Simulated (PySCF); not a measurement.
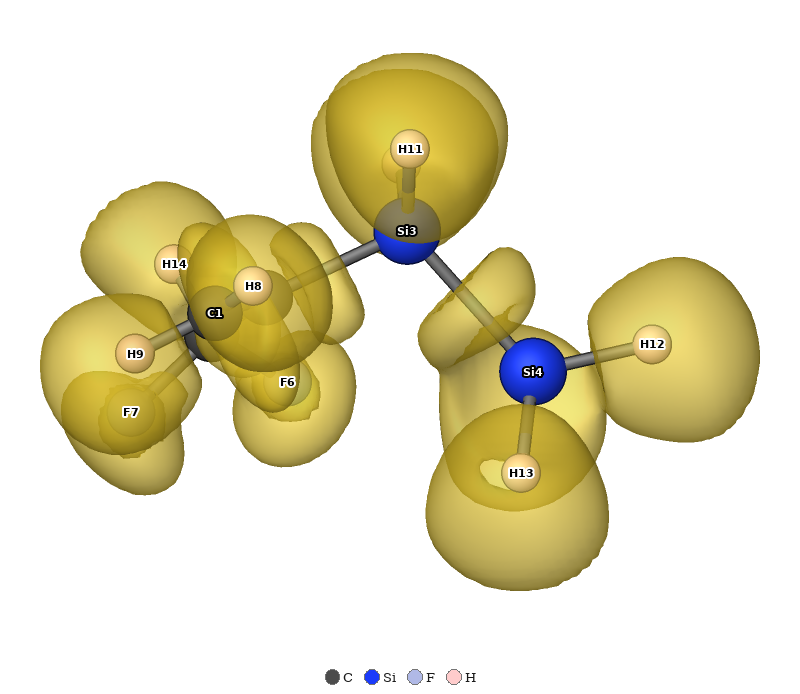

*C3H7F2Si2 (SMILES C=C([SiH2][SiH2])C(F)F) (doublet). Isosurface of the electron localisation function at 0.75 (yellow), seen from one side. Core shells and regions of very low density are left out.*

Geometry: GFN2-xTB.

These are results of UKS B3LYP, pcH-1 on C F H Si, non-relativistic, mean-field spin-orbit, GIAO in PySCF 2.14.0, density-fitted response routines, not measurements.

Input

```
{"job": {"kind": "epr", "basis": "pcH-1"}, "charge": 0, "multiplicity": 2}
C     -0.981541     1.671497    -0.170563
C     -0.680301     0.393894    -0.333814
Si     0.915075    -0.252448    -1.125881
Si     2.335408    -0.786295     0.570212
C     -1.616114    -0.669816     0.131256
F     -0.937351    -1.697204     0.720549
F     -2.510507    -0.246458     1.060430
H     -0.315693     2.443217    -0.517583
H     -1.891169     2.001631     0.307552
H      0.542551    -1.447784    -1.904063
H      1.214543     0.786969    -2.131457
H      3.720792    -1.142322     0.248199
H      2.394233     0.052117     1.770934
H     -2.190604    -1.107470    -0.702696
```

Run with:

```sh
OMP_NUM_THREADS=1 python probes_run.py task.json out
```

Describe the localisation domains.

Answer. At this value the surface marks out two regions between bonded C–C atoms (shared pairs), one region between bonded C–Si atoms (shared pairs), five regions around hydrogen nuclei, two regions on F in which the atom's valence shell and bonds are merged and one joined region spread over several atoms (H, Si), in which their bonds and any lone pairs are merged.

Values along the shortest contacts:
C–C (1.32 Å): the ELF peaks at about 0.95 between the atoms (a multiple bond). C–F (1.36 Å): the ELF peaks at about 0.80 between the atoms, as expected for a shared but strongly polarised pair.
